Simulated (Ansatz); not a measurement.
**Geometry relaxation, with input and output: BH₃**

- system: BH₃
- method: wB97/pc-1, RKS, dispersion D3(BJ)-ATM (Ansatz 0.2.0)

The geometry comes from this level: PBE0-D4/def2-TZVP. Figures and captions count atoms from 1; the log counts them from 0 in places.

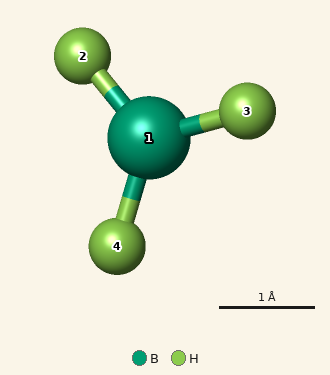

Figure 1. The starting structure (ball-and-stick view, seen at a tilt; atoms are numbered from 1 in the order of the input). Bond lengths as drawn: B–H 1.19 Å.

### Input file
```yaml
crystal:
  periodic: [false, false, false]
  atoms:
    - symbol: B
      position_ang: [0.013900, -0.015100, -0.005100]
    - symbol: H
      position_ang: [0.982200, 0.381700, 0.568800]
    - symbol: H
      position_ang: [-0.276200, -1.171800, 0.043000]
    - symbol: H
      position_ang: [-0.664400, 0.744900, -0.626900]
basis:
  gaussian:
    orbitals: pc-1.json
    nuclear_model: gaussian
hamiltonian:
  xc: {name: wB97}
  dispersion: {method: d3bjatm, functional: pbe0}
  pseudopotentials: {relativity: none}
relax:
  max_displacement: 0.05
accuracy: high
```

Machine: 1 thread of Arm Neoverse V1, 24 GiB of memory available, shared host.

Command:
```bash
ansatz run run.yaml --threads 1 --pin off --max-ram 2610MiB --events-out events.jsonl --progress --plain --runs-dir runs
```

### What the program printed
```
The last accepted step is kept in runs//last_step.txt (removed where the run ends without a failure and the disk answers)
Functional definition: wB97
  name "wB97"
  parameter omega = 0.4/bohr
  parameter cx1 = 1.13116
  parameter cx2 = -2.74915
  parameter cx3 = 12.0900
  parameter cx4 = -5.71642
  parameter css1 = -2.55352
  parameter css2 = 11.8926
  parameter css3 = -26.9452
  parameter css4 = 17.0927
  parameter cos1 = 3.99051
  parameter cos2 = -17.0066
  parameter cos3 = 1.07292
  parameter cos4 = 8.88211
  exchange = spin_sum(e_x_unif_sr(omega)*poly(b97_u_x, 1, cx1, cx2, cx3, cx4)) + exact_x_lr(omega)
  correlation = spin_sum(e_c_pw_same_spin*poly(b97_u_same, 1, css1, css2, css3, css4))
      + integral(e_c_pw_opposite_spin*poly(b97_u_opposite, 1, cos1, cos2, cos3, cos4))
640 factors; integrals over basis functions are off by at most 1.4e-9 eV
237 factors; integrals over basis functions are off by at most 7.3e-10 eV
mean field evaluation 1: about -723.3732 eV, gradient 6.7e0 eV
mean field evaluation 2: about -723.5278 eV, gradient 1.4e0 eV
mean field evaluation 4: about -723.5320 eV, gradient 2.8e-1 eV
mean field evaluation 8: about -723.5323 eV, gradient 6.4e-4 eV
mean field -723.53232354 eV, -26.5893224622 hartree, gradient 6.4e-8 eV, S^2 0.000000; 0 other end points of the search recorded, 0 dependent functions left out
the calculation of the forces begins
reference -723.53232277 eV, -26.5893224340 hartree; 4, 4 occupied and 25, 25 virtual orbitals, 640 factors
relax step   1: F+E_penalty+E_count = -723.55055477 eV  Δ(F+E_penalty+E_count) = +0.000e0 eV  max|allowed force component| = 1.725e-1 eV/Å  Δτ_max = 0.0000 Å  (23 SCF iters, accepted)
these checks for a lower state are left out or cut short: starts, cluster_reference, orbital_swaps, neighbouring_geometries, increment
640 factors; integrals over basis functions are off by at most 1.4e-9 eV
237 factors; integrals over basis functions are off by at most 7.3e-10 eV
mean field evaluation 16: about -723.5382 eV, gradient 1.9e-1 eV
mean field -723.53407285 eV, -26.5893867483 hartree, gradient 1.0e-8 eV, S^2 0.000000; 0 other end points of the search recorded, 0 dependent functions left out
the calculation of the forces begins
reference -723.53407208 eV, -26.5893867201 hartree; 4, 4 occupied and 25, 25 virtual orbitals, 640 factors
relax step   2: F+E_penalty+E_count = -723.55230789 eV  Δ(F+E_penalty+E_count) = -1.753e-3 eV  max|allowed force component| = 4.057e-2 eV/Å  Δτ_max = 0.0053 Å  (25 SCF iters, accepted)
these checks for a lower state are left out or cut short: starts, cluster_reference, orbital_swaps, neighbouring_geometries, increment
640 factors; integrals over basis functions are off by at most 1.4e-9 eV
237 factors; integrals over basis functions are off by at most 7.3e-10 eV
mean field -723.53416413 eV, -26.5893901028 hartree, gradient 1.9e-8 eV, S^2 0.000000; 0 other end points of the search recorded, 0 dependent functions left out
the calculation of the forces begins
reference -723.53416336 eV, -26.5893900745 hartree; 4, 4 occupied and 25, 25 virtual orbitals, 640 factors
relax step   3: F+E_penalty+E_count = -723.55240058 eV  Δ(F+E_penalty+E_count) = -9.270e-5 eV  max|allowed force component| = 1.430e-2 eV/Å  Δτ_max = 0.0017 Å  (26 SCF iters, accepted)
these checks for a lower state are left out or cut short: starts, cluster_reference, orbital_swaps, neighbouring_geometries, increment
640 factors; integrals over basis functions are off by at most 1.4e-9 eV
237 factors; integrals over basis functions are off by at most 7.3e-10 eV
mean field evaluation 32: about -723.5384 eV, gradient 5.0e-2 eV
mean field -723.53417741 eV, -26.5893905908 hartree, gradient 1.4e-8 eV, S^2 0.000000; 0 other end points of the search recorded, 0 dependent functions left out
the calculation of the forces begins
reference -723.53417664 eV, -26.5893905625 hartree; 4, 4 occupied and 25, 25 virtual orbitals, 640 factors
relax step   4: F+E_penalty+E_count = -723.55241385 eV  Δ(F+E_penalty+E_count) = -1.327e-5 eV  max|allowed force component| = 1.171e-4 eV/Å  Δτ_max = 0.0011 Å  (27 SCF iters, accepted)
```

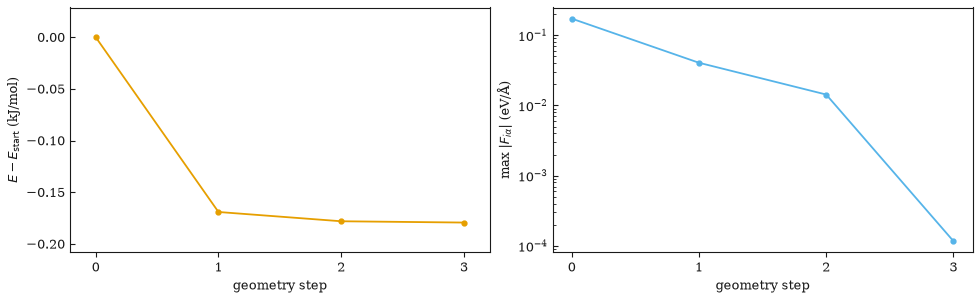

Figure 2. Progress of the relaxation, step by step (the first geometry is step 0 here and step 1 in the log). The energy falls by 0.18 kJ/mol in 3 geometry steps. Largest force component: 0.17 eV/Å at the start, 0.00012 eV/Å at the end. The largest moves after the best rigid fit, 0.007 Å, are those of H2, H3 and H4. B stays in place. Distances before and after: B1–H2 1.193 → 1.200 Å. (Atoms are counted from 1 in the order of the input.)

```
640 factors; integrals over basis functions are off by at most 1.4e-9 eV
237 factors; integrals over basis functions are off by at most 7.3e-10 eV
mean field -723.53417741 eV, -26.5893905908 hartree, gradient 1.4e-8 eV, S^2 0.000000; 1 other end points of the search recorded, 0 dependent functions left out
the calculation of the forces begins
reference -723.53417664 eV, -26.5893905625 hartree; 4, 4 occupied and 25, 25 virtual orbitals, 640 factors
Total energy: -723.55241308 eV, -26.5900607394 hartree
Atom 0 at     0.013878    -0.015076    -0.005055 Å, force    -0.000052     0.000013     0.000080 eV/Å
Atom 1 at     0.987883     0.383977     0.572157 Å, force     0.000112     0.000034     0.000029 eV/Å
Atom 2 at    -0.277868    -1.178540     0.043274 Å, force    -0.000011    -0.000117    -0.000022 eV/Å
Atom 3 at    -0.668393     0.749339    -0.630575 Å, force    -0.000048     0.000070    -0.000087 eV/Å
Dipole moment:     0.000002    -0.000001    -0.000003 e Å
```

### Trajectory as extended XYZ (Å, eV, eV/Å), 4 frames, from step=1 to step=4
```
4
Properties=species:S:1:pos:R:3:forces:R:3 step=1 energy=-723.55056
B     0.0139   -0.0151   -0.0051    0.0001  -0.0002   0.0012
H     0.9822    0.3817    0.5688    0.1447   0.0589   0.0855
H    -0.2762   -1.1718    0.0430   -0.0430  -0.1725   0.0070
H    -0.6644    0.7449   -0.6269   -0.1018   0.1138  -0.0936
4
Properties=species:S:1:pos:R:3:forces:R:3 step=2 energy=-723.55231
B     0.0137   -0.0150   -0.0049    0.0021  -0.0007  -0.0027
H     0.9866    0.3834    0.5713    0.0335   0.0141   0.0212
H    -0.2774   -1.1769    0.0431   -0.0109  -0.0406   0.0026
H    -0.6674    0.7483   -0.6298   -0.0247   0.0271  -0.0211
4
Properties=species:S:1:pos:R:3:forces:R:3 step=3 energy=-723.55240
B     0.0145   -0.0153   -0.0060   -0.0097   0.0030   0.0143
H     0.9877    0.3840    0.5725    0.0031  -0.0010  -0.0048
H    -0.2781   -1.1785    0.0436    0.0033  -0.0009  -0.0048
H    -0.6686    0.7494   -0.6303    0.0033  -0.0011  -0.0047
4
Properties=species:S:1:pos:R:3:forces:R:3 step=4 energy=-723.55241
B     0.0139   -0.0151   -0.0051   -0.0001   0.0000   0.0001
H     0.9879    0.3840    0.5722    0.0001   0.0000   0.0000
H    -0.2779   -1.1785    0.0433    0.0000  -0.0001   0.0000
H    -0.6684    0.7493   -0.6306    0.0000   0.0001  -0.0001
```

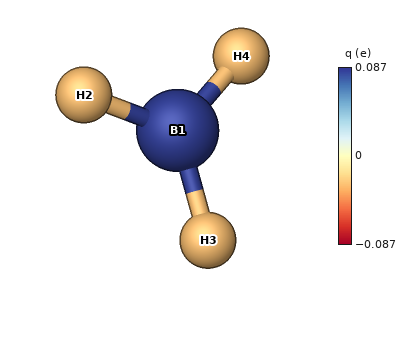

Figure 3. Mulliken charges, as the colour of each atom (ball-and-stick view, seen at a tilt; atoms are numbered from 1 in the order of the input). By element: B +0.08 and H −0.03 e.

### Key numbers

- outcome: converged
- total energy: −26.590061 hartree
- SCF energy: −26.589391 hartree
- dispersion energy: −0.000670 hartree
- basis functions: 29
- largest force: 0.000 eV/Å
- SCF solution under orbital rotations: stable
- dipole moment: 0.00 D
- wall time: 17 s
- peak memory: 0.17 GiB
